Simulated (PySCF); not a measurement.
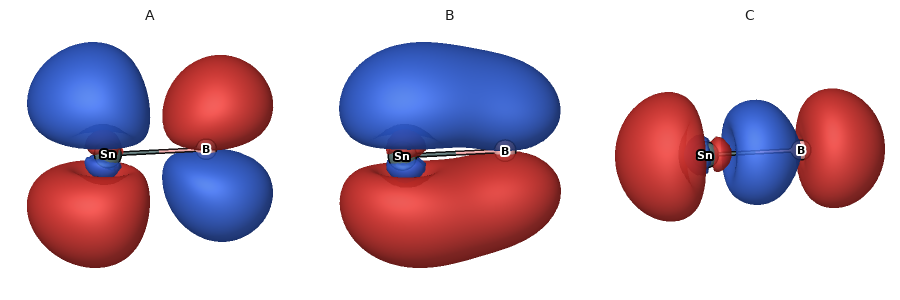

SnB (quartet). Three frontier α-spin orbitals, each drawn at the value that holds 80 % of its norm (red and blue are the two phases), in no order; of a degenerate pair one member is drawn.

These are results of PBE0/x2c-SVPall, spin-free X2C-1e, Gaussian nucleus, at a bond length of 2.181 Å (PySCF 2.14.0), not measurements.

Name the orbitals and rank them from lowest to highest energy.

Answer. Orbital C: σ, occupied in this spin, −6.24 eV; shared between the atoms (Sn 45 %, B 55 %).
Orbital B: π, occupied in this spin, −6.09 eV; bonding, with no node between the atoms.
Orbital A: π, empty in this spin, −1.86 eV; antibonding, with a node between the atoms.
